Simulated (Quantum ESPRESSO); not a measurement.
## CrSiTe3: which magnetic order is lowest

A self-consistent run ends on one state, which hangs on the start. Several orders of CrSiTe3 are started in Quantum ESPRESSO and their energies compared.

Method: LDA; plane waves with GBRV 1.5 LDA potentials, no spin-orbit coupling, in Quantum ESPRESSO 7.5.

## 1. The structure

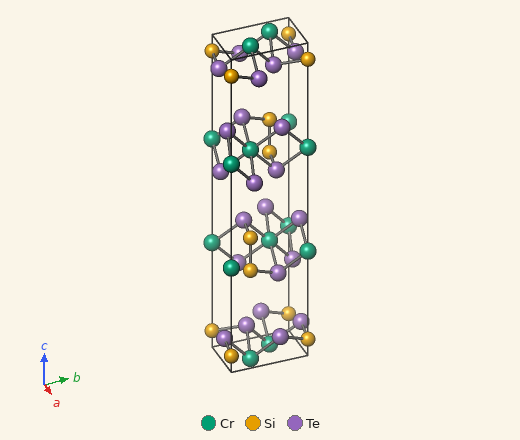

Start, viewed slightly off an axis; chromium teal, silicon orange, tellurium purple. This picture shows the conventional cell, with its axes. Bonds to atoms that aren't drawn are left out. Some periodic images of atoms are drawn too.

The cell comes from Materials Project 2023-11-01, a database of computed structures, and need not be the stable phase.

## 2. Run 1, typed as ferro ++

The signs are those of the starting moments on the seeded atoms, the atoms that are given a moment.

The input, pw.in:

```
&CONTROL
  calculation = 'scf'
  prefix = 'pwscf'
  outdir = './tmp'
  pseudo_dir = './pseudo'
  disk_io = 'nowf'
/
&SYSTEM
  ibrav = 0
  nat = 10
  ntyp = 3
  ecutwfc = 40
  ecutrho = 280
  nbnd = 52
  occupations = 'smearing'
  smearing = 'fd'
  degauss = 0.00367493
  nspin = 2
  starting_magnetization(1) = 0.2143
  starting_magnetization(2) = 0
  starting_magnetization(3) = 0
/
&ELECTRONS
  conv_thr = 2d-08
  electron_maxstep = 150
  mixing_beta = 0.3
/
ATOMIC_SPECIES
Cr     51.9961 cr_lda_v1.5.uspp.F.UPF
Si     28.0850 si_lda_v1.uspp.F.UPF
Te    127.6000 te_lda_v1.uspp.F.UPF
CELL_PARAMETERS angstrom
   3.4152614328    1.9718021076    7.2576780084
  -3.4152614328    1.9718021076    7.2576780084
   0.0000000000   -3.9436042152    7.2576780084
ATOMIC_POSITIONS crystal
Cr      0.6661873000    0.6661873000    0.6661873000
Cr      0.3338127000    0.3338127000    0.3338127000
Si      0.0522024200    0.0522024200    0.0522024200
Si      0.9477975800    0.9477975800    0.9477975800
Te      0.7211835100    0.0776504400    0.4397477900
Te      0.4397477900    0.7211835100    0.0776504400
Te      0.0776504400    0.4397477900    0.7211835100
Te      0.9223495600    0.5602522100    0.2788164900
Te      0.5602522100    0.2788164900    0.9223495600
Te      0.2788164900    0.9223495600    0.5602522100
K_POINTS automatic
4 4 4 0 0 0
```

Started as:

```sh
OMP_NUM_THREADS=1 mpirun -n 4 pw.x -nk 4 -in pw.in > pw.out
```

Log:

```text
Program PWSCF v.7.5 starts

     Message from routine setup:
     using ibrav=0 with symmetry is DISCOURAGED, use correct ibrav instead

     K-points division:     npool     =       4
     Subspace diagonalization in iterative solution of the eigenvalue problem:

     G-vector sticks info
     --------------------
     sticks:   dense  smooth     PW     G-vecs:    dense   smooth      PW
     Sum        4089    2337    659               156649    67585   10313

     Using Slab Decomposition

     bravais-lattice index     =            0
     lattice parameter (alat)  =      15.6089  a.u.
     unit-cell volume          =    1978.9409 (a.u.)^3
     number of atoms/cell      =           10
     number of atomic types    =            3
     number of electrons       =        72.00
     number of Kohn-Sham states=           52
     kinetic-energy cutoff     =      40.0000  Ry
     charge density cutoff     =     280.0000  Ry
     scf convergence threshold =      2.0E-08
     mixing beta               =       0.3000
     number of iterations used =            8  plain     mixing
     Exchange-correlation= SLA  PZ   NOGX NOGC
                           (   1   1   0   0   0   0   0)

     celldm(1)=  15.608944  celldm(2)=   0.000000  celldm(3)=   0.000000
     celldm(4)=   0.000000  celldm(5)=   0.000000  celldm(6)=   0.000000

     crystal axes: (cart. coord. in units of alat)
               a(1) = (   0.413475   0.238720   0.878664 )
               a(2) = (  -0.413475   0.238720   0.878664 )
               a(3) = (   0.000000  -0.477440   0.878664 )

     reciprocal axes: (cart. coord. in units 2 pi/alat)
               b(1) = (  1.209263  0.698168  0.379364 )
               b(2) = ( -1.209263  0.698168  0.379364 )
               b(3) = (  0.000000 -1.396336  0.379364 )

     PseudoPot. # 1 for Cr read from file:
     cr_lda_v1.5.uspp.F.UPF
     Pseudo is Ultrasoft + core correction, Zval = 14.0
     Generated by new atomic code, or converted to UPF format
     Using radial grid of  857 points,  6 beta functions with:
                l(1) =   0
                l(2) =   0
                l(3) =   1
                l(4) =   1
                l(5) =   2
                l(6) =   2
     Q(r) pseudized with  8 coefficients,  rinner =    0.950   0.950   0.950
                                                       0.950   0.950

     PseudoPot. # 2 for Si read from file:
     si_lda_v1.uspp.F.UPF
     Pseudo is Ultrasoft + core correction, Zval =  4.0
     Generated by new atomic code, or converted to UPF format
     Using radial grid of  899 points,  6 beta functions with:
                l(1) =   0
                l(2) =   0
                l(3) =   1
                l(4) =   1
                l(5) =   2
                l(6) =   2
     Q(r) pseudized with  8 coefficients,  rinner =    0.900   0.900   0.900
                                                       0.900   0.900

     PseudoPot. # 3 for Te read from file:
     te_lda_v1.uspp.F.UPF
     Pseudo is Ultrasoft + core correction, Zval =  6.0
     Generated by new atomic code, or converted to UPF format
     Using radial grid of  891 points,  5 beta functions with:
                l(1) =   0
                l(2) =   0
                l(3) =   1
                l(4) =   1
                l(5) =   2
     Q(r) pseudized with  6 coefficients,  rinner =    1.800   1.800   1.800
                                                       1.800   1.800

     atomic species   valence    mass     pseudopotential
     Cr               14.00    51.99610     Cr( 1.00)
     Si                4.00    28.08500     Si( 1.00)
     Te                6.00   127.60000     Te( 1.00)

     Starting magnetic structure
     atomic species   magnetization
     Cr              0.214
     Si              0.000
     Te              0.000

      6 Sym. Ops., with inversion, found

   Cartesian axes

     site n.     atom                  positions (alat units)
         1        Cr     tau(   1) = (   0.0000000   0.0000000   1.7560653  )
         2        Cr     tau(   2) = (  -0.0000000   0.0000000   0.8799280  )
         3        Si     tau(   3) = (   0.0000000  -0.0000000   0.1376052  )
         4        Si     tau(   4) = (   0.0000000  -0.0000000   2.4983881  )
         5        Te     tau(   5) = (   0.2660849  -0.0192555   1.0882977  )
         6        Te     tau(   6) = (  -0.1163666   0.2400640   1.0882977  )
         7        Te     tau(   7) = (  -0.1497182  -0.2208085   1.0882977  )
         8        Te     tau(   8) = (   0.1497182   0.2208085   1.5476956  )
         9        Te     tau(   9) = (   0.1163666  -0.2400640   1.5476956  )
        10        Te     tau(  10) = (  -0.2660849   0.0192555   1.5476956  )

     number of k points=    14  Fermi-Dirac smearing, width (Ry)=  0.0037
                       cart. coord. in units 2pi/alat
        k(    1) = (   0.0000000   0.0000000   0.0000000), wk =   0.0156250
        k(    2) = (   0.0000000  -0.3490841   0.0948409), wk =   0.0937500
        k(    3) = (   0.0000000   0.6981682  -0.1896818), wk =   0.0468750
        k(    4) = (  -0.3023157  -0.1745421   0.1896818), wk =   0.0937500
        k(    5) = (  -0.3023157   0.8727103  -0.0948409), wk =   0.0937500
        [... 9 further k-points ...]

     Dense  grid:   156649 G-vectors     FFT dimensions: (  90,  90,  90)

     Smooth grid:    67585 G-vectors     FFT dimensions: (  64,  64,  64)

     Generating pointlists ...
     new r_m :   0.1395 (alat units)  2.1774 (a.u.) for type    1
     new r_m :   0.1135 (alat units)  1.7720 (a.u.) for type    2
     new r_m :   0.1261 (alat units)  1.9684 (a.u.) for type    3

     Initial potential from superposition of free atoms

     starting charge      69.9977, renormalised to      72.0000

     negative rho (up, down):  7.648E-04 4.928E-04
     Starting wfcs are   52 randomized atomic wfcs

     Self-consistent Calculation

     iteration #  1     ecut=    40.00 Ry     beta= 0.30
     Davidson diagonalization with overlap
     ethr =  1.00E-02,  avg # of iterations =  3.5

     negative rho (up, down):  1.837E-04 7.552E-04

     total energy              =    -528.71755755 Ry
     estimated scf accuracy    <       2.35208887 Ry

     total magnetization       =     5.85 Bohr mag/cell
     absolute magnetization    =     6.70 Bohr mag/cell

     iteration #  2     ecut=    40.00 Ry     beta= 0.30
     Davidson diagonalization with overlap
     ethr =  3.27E-03,  avg # of iterations =  2.5

     negative rho (up, down):  2.754E-04 8.608E-04

     total energy              =    -528.49214485 Ry
     estimated scf accuracy    <      11.37413023 Ry

     total magnetization       =     2.67 Bohr mag/cell
     absolute magnetization    =     2.98 Bohr mag/cell

     iteration #  3     ecut=    40.00 Ry     beta= 0.30
     Davidson diagonalization with overlap
     ethr =  3.27E-03,  avg # of iterations =  2.1

     negative rho (up, down):  0.000E+00 1.953E-03

     total energy              =    -529.47162618 Ry
     estimated scf accuracy    <       0.10114436 Ry

     total magnetization       =     6.00 Bohr mag/cell
     absolute magnetization    =     7.02 Bohr mag/cell

     [... further iterations left out ...]

     iteration # 10     ecut=    40.00 Ry     beta= 0.30
     Davidson diagonalization with overlap
     ethr =  3.56E-08,  avg # of iterations =  2.9

     negative rho (up, down):  0.000E+00 6.929E-03

     total energy              =    -529.49735939 Ry
     estimated scf accuracy    <       0.00000553 Ry

     total magnetization       =     6.00 Bohr mag/cell
     absolute magnetization    =     7.50 Bohr mag/cell

     iteration # 11     ecut=    40.00 Ry     beta= 0.30
     Davidson diagonalization with overlap
     ethr =  7.69E-09,  avg # of iterations =  2.7

     negative rho (up, down):  0.000E+00 6.937E-03

     total energy              =    -529.49736120 Ry
     estimated scf accuracy    <       0.00000083 Ry

     total magnetization       =     6.00 Bohr mag/cell
     absolute magnetization    =     7.51 Bohr mag/cell

     iteration # 12     ecut=    40.00 Ry     beta= 0.30
     Davidson diagonalization with overlap
     ethr =  1.15E-09,  avg # of iterations =  3.7

     negative rho (up, down):  0.000E+00 6.936E-03

     total energy              =    -529.49736144 Ry
     estimated scf accuracy    <       0.00000020 Ry

     total magnetization       =     6.00 Bohr mag/cell
     absolute magnetization    =     7.52 Bohr mag/cell

     iteration # 13     ecut=    40.00 Ry     beta= 0.30
     Davidson diagonalization with overlap
     ethr =  2.83E-10,  avg # of iterations =  2.5

     negative rho (up, down):  0.000E+00 6.936E-03

     Magnetic moment per site  (integrated on atomic sphere of radius R)
     atom   1 (R=0.139)  charge= 12.5567  magn=  3.0478
     atom   2 (R=0.139)  charge= 12.5567  magn=  3.0478
     atom   3 (R=0.114)  charge=  1.6310  magn=  0.0210
     atom   4 (R=0.114)  charge=  1.6310  magn=  0.0210
     atom   5 (R=0.126)  charge=  2.6908  magn= -0.0623
     atom   6 (R=0.126)  charge=  2.6908  magn= -0.0623
     atom   7 (R=0.126)  charge=  2.6908  magn= -0.0623
     atom   8 (R=0.126)  charge=  2.6908  magn= -0.0623
     atom   9 (R=0.126)  charge=  2.6908  magn= -0.0623
     atom  10 (R=0.126)  charge=  2.6908  magn= -0.0623

     End of self-consistent calculation

     [... lines left out ...]
     the Fermi energy is     5.7682 ev

!    total energy              =    -529.49736149 Ry
     estimated scf accuracy    <          6.8E-09 Ry
     smearing contrib. (-TS)   =      -0.00003916 Ry
     internal energy E=F+TS    =    -529.49732233 Ry

     The total energy is F=E-TS. E is the sum of the following terms:
     one-electron contribution =    -349.08785650 Ry
     hartree contribution      =     197.25652607 Ry
     xc contribution           =    -139.46659053 Ry
     ewald contribution        =    -238.19940137 Ry

     total magnetization       =     6.00 Bohr mag/cell
     absolute magnetization    =     7.52 Bohr mag/cell

     convergence has been achieved in  13 iterations

=------------------------------------------------------------------------------=
   JOB DONE.
=------------------------------------------------------------------------------=
```

Elapsed: 1.9 min, on 4 MPI ranks of Arm Neoverse V1, shared host; peak memory 1.4 GiB; 7.4 min of CPU time.

Spin moment in the atom's sphere by atom:

```tsv
atom	spin moment in the atom's sphere (μB)
Cr1	3.05
Cr2	3.05
Si3	0.02
Si4	0.02
Te5	-0.06
Te6	-0.06
Te7	-0.06
Te8	-0.06
Te9	-0.06
Te10	-0.06
```

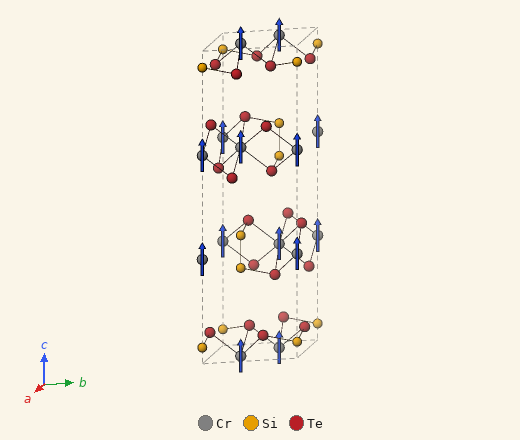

Spin moment in the atom's sphere as arrows, the longest 3.05 μB. Up and down stand for the sign. Arrows give size and sign along the axis of quantisation, drawn up and down the page. Bonds to atoms that aren't drawn are left out. Some periodic images of atoms are drawn too.

Read from the output:

| Quantity | Value |
| --- | --- |
| smearing term TS | 5.33e-4 eV |
| magnetization | 6 μB |
| absolute magnetization | 7.517 μB |
| final state | ferromagnetic |

(Continued in part 2 of 3.)

[Logs and program files are shortened in this print: banners, set-up blocks, solver, clock and traceback lines can be left out without a mark of their own.]

[Logs are printed without paths, hosts, clocks, repeated set-up lines and the standing remarks that a program may print on its own settings, such as how far it seeks lower states.]

[Hosts, paths, dates, database ids (printed as entryN), source tags and the programs' standing remarks are cut or masked in the printed files.]

[Where a cell is said to come from a database of computed structures, the database is the Materials Project.]
